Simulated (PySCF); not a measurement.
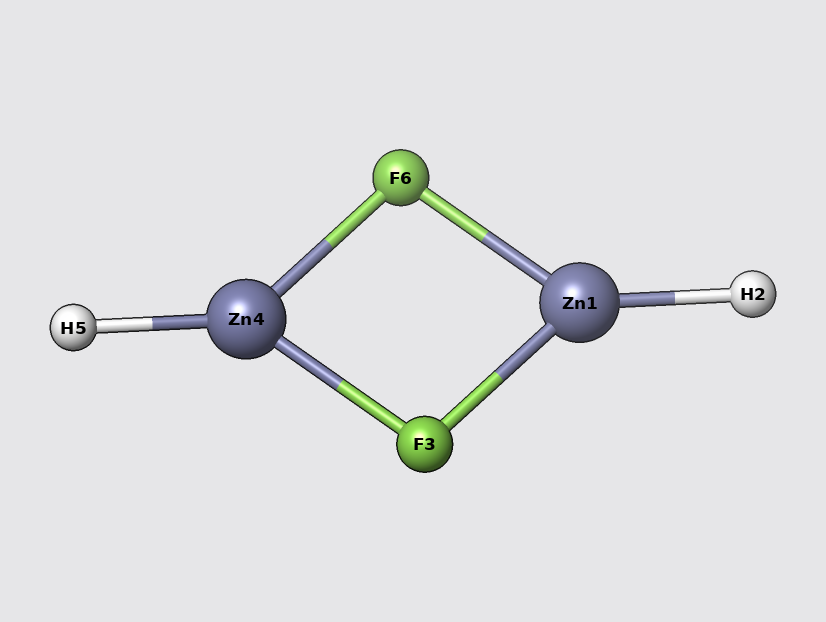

The geometry was computed by an optimisation with PBE0-D3(BJ)/def2-SVP. No frequency run is at hand to confirm it as a minimum. Properties computed with PBE/pcJ-1 (pcSseg-1 on Zn) indirect spin-spin coupling, non-relativistic, gas phase (PySCF 2.14.0). Isotopes: 19F, 1H.

Give the spin–spin coupling constants of these pairs, with the number of bonds between them: H2/F6, H2/F3, F3/F6, F3/H5, H5/F6.

```json
{"pair": "H2, F6", "bonds apart": "2", "J (Hz)": "90.7"}
{"pair": "H2, F3", "bonds apart": "2", "J (Hz)": "90.7"}
{"pair": "F3, F6", "bonds apart": "2", "J (Hz)": "−373.7"}
{"pair": "F3, H5", "bonds apart": "2", "J (Hz)": "91.0"}
{"pair": "H5, F6", "bonds apart": "2", "J (Hz)": "90.7"}
```

Density functionals are unreliable for couplings to fluorine, so those rows may be far off.
